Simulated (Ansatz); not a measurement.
System: H6Si2···HBr.

Input file:

```
crystal:
  periodic: [false, false, false]
  atoms:
    - { symbol: Si, position_ang: [0.094004, 0.002823, -0.015319] }
    - { symbol: H, position_ang: [0.118289, -0.121116, 1.458733] }
    - { symbol: Si, position_ang: [2.327519, 0.000742, -0.811472] }
    - { symbol: H, position_ang: [2.861207, -1.404704, -0.867136] }
    - { symbol: H, position_ang: [2.387378, 0.594839, -2.191845] }
    - { symbol: H, position_ang: [3.204266, 0.813333, 0.103299] }
    - { symbol: H, position_ang: [-0.590133, 1.29063, -0.374499] }
    - { symbol: H, position_ang: [-0.666278, -1.16366, -0.578657] }
    - { symbol: Br, position_ang: [-3.098666, 0.022108, 1.464766] }
    - { symbol: H, position_ang: [-1.674286, -0.034995, 1.948428] }
basis:
  gaussian: { orbitals: def2-SVP }
hamiltonian:
  xc: pbe
relax:
  f_tol: 0.03
  max_steps: 50
output:
  orbitals: {}
```

Launched as:

```sh
ansatz run input.yaml --threads 2 --pin off --max-ram 3072MiB --backend cpu --events-out ev --progress --plain --runs-dir out
```

The fields are those of the run's last geometry, not of the input's.

The calculation used Ansatz 0.2.0, RKS PBE/def2-SVP.

Q: What can the converged electron density and electron localisation function tell about the bonding?

A: H2···H10 (1.99 Å): the density falls to about 0.09 e/Å³ on the way; the ELF dips to about 0.10 between them.
Si–Si (2.36 Å): ρ is about 0.61 e/Å³ halfway; the ELF peaks at about 1 between the atoms: a covalent bond.
Br–H (1.44 Å): ρ is about 1.5 e/Å³ halfway; the ELF climbs to about 1 towards the hydrogen, as it does in any bond to H.
Si–H (1.51 Å): ρ is about 0.72 e/Å³ halfway; the ELF climbs to about 1 towards the hydrogen.

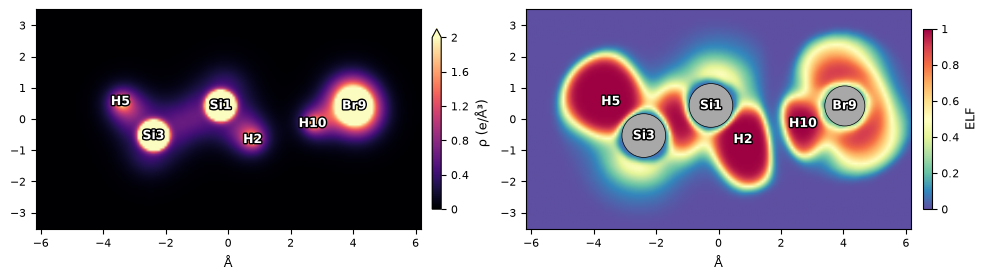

Computed electron density and electron localisation function on the plane of atoms Si1, Si3 and H5, in this order. Grey discs cover the atomic cores in the ELF map. 
